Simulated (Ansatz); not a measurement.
**GeH2 (SMILES [GeH2]) at CAM-B3LYP/STO-3G**

Aim: the energy change on altering one bond length of GeH2 at CAM-B3LYP/STO-3G, from 2 runs. 

The calculation is run with Ansatz 0.2.0.

41 further runs of the same task are left out: 7 that didn't finish, 34 set aside as unsound or not needed.

## (1) The system as given

GeH2: 3 atoms, total charge 0, spin state singlet. As SMILES, `[GeH2]`. Geometry: relaxed at PBE0-D4/def2-TZVP.

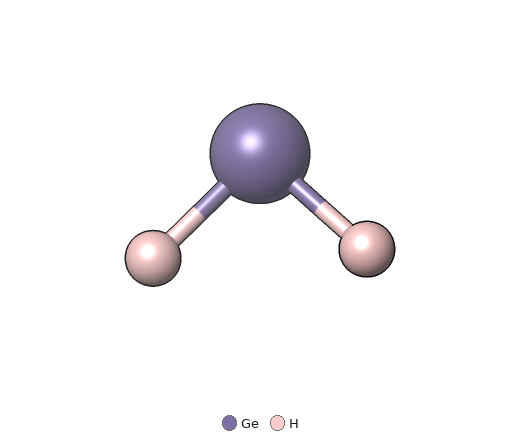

The structure, seen from a chosen angle (germanium purple, hydrogen pink).

## (2) The energy at CAM-B3LYP/STO-3G

Input file in.yaml:

```yaml
crystal:
  periodic: [false, false, false]
  atoms:
    - {symbol: Ge, position_ang: [-0.570100, 0.405100, -0.263700]}
    - {symbol: H, position_ang: [0.783000, 0.743600, 0.509000]}
    - {symbol: H, position_ang: [-0.212900, -1.148700, -0.245300]}
basis:
  gaussian:
    orbitals: STO-3G
hamiltonian:
  xc: {name: CAM-B3LYP}
accuracy: high
```

On the command line:

```
ansatz run in.yaml --threads 1 --pin off --max-ram 2610MiB --events-out events.jsonl --progress --plain --runs-dir runs
```

Log:

```text
Warning: RAYON_NUM_THREADS=1 ignored (pool sized by the plan → 1); use --threads N
Functional definition: CAM-B3LYP
  name "CAM-B3LYP"
  parameter alpha = 0.19
  parameter beta = 0.46
  parameter omega = 0.33/bohr
  parameter ac = 0.81
  exchange = (1 - alpha - beta)*b88_x + beta*b88_x_sr(omega) + alpha*exact_x + beta*exact_x_lr(omega)
  correlation = (1 - ac)*vwn5_c + ac*lyp_c
235 factors; integrals over basis functions are off by at most 1.3e-8 eV
82 factors; integrals over basis functions are off by at most 1.2e-9 eV
mean field evaluation 1: about -55896.7345 eV, gradient 7.3e0 eV
mean field evaluation 2: about -55896.9460 eV, gradient 2.6e0 eV
mean field evaluation 4: about -55896.9810 eV, gradient 1.6e-1 eV
mean field evaluation 8: about -55896.9710 eV, gradient 2.1e-2 eV
mean field evaluation 16: about -55896.9711 eV, gradient 6.8e-6 eV
mean field -55896.97105014 eV, -2054.1757977650 hartree, gradient 2.5e-8 eV, S^2 0.000000; 2 other end points of the search recorded, 0 dependent functions left out
reference -55896.97106127 eV, -2054.1757981739 hartree; 17, 17 occupied and 3, 3 virtual orbitals, 235 factors
Total energy: -55896.97106127 eV, -2054.1757981739 hartree
```

Wall time 1 s (1 thread of AMD EPYC 7R43 (Zen 3), shared host); peak memory 0.1 GiB.

## (3) The distorted shape, same level

Input file input.yaml:

```yaml
crystal:
  periodic: [false, false, false]
  atoms:
    - {symbol: Ge, position_ang: [-0.659390, 0.793507, -0.268299]}
    - {symbol: H, position_ang: [0.693710, 1.132007, 0.504401]}
    - {symbol: H, position_ang: [-0.212900, -1.148700, -0.245300]}
basis:
  gaussian: {orbitals: STO-3G}
hamiltonian: {xc: {name: CAM-B3LYP}}
accuracy: high
```

On the command line:

```
ansatz run input.yaml --threads 1 --pin off --max-ram 2610MiB --events-out events.jsonl --progress --plain --runs-dir runs
```

Log (excerpt; [...] marks lines left out):

```text
Warning: RAYON_NUM_THREADS=1 ignored (pool sized by the plan → 1); use --threads N
[... 2 set-up lines as earlier in the session ...]
[...]
232 factors; integrals over basis functions are off by at most 1.2e-8 eV
82 factors; integrals over basis functions are off by at most 1.3e-9 eV
[...]
mean field -55895.44537587 eV, -2054.1197302694 hartree, gradient 1.8e-8 eV, S^2 0.000000; 4 other end points of the search recorded, 0 dependent functions left out
reference -55895.44538736 eV, -2054.1197306920 hartree; 17, 17 occupied and 3, 3 virtual orbitals, 232 factors
Total energy: -55895.44538736 eV, -2054.1197306920 hartree
```

Wall time 1.2 s (1 thread of AMD EPYC 7R43 (Zen 3), shared host); peak memory 0.1 GiB.

## (4) Outcome

At CAM-B3LYP/STO-3G:

| quantity | value |
| --- | --- |
| first shape: total energy | -2054.17580 Eh |
| distorted shape: total energy | -2054.11973 Eh |
| energy change with the Ge1–H3 bond stretched from 1.594 to 1.993 Å | 1.526 eV |

With the Ge1–H3 bond stretched from 1.594 to 1.993 Å the energy rises by 1.53 eV (35 kcal/mol). The first shape isn't relaxed at this level, so the change isn't measured from a minimum. The minimal basis adds a large error of its own.
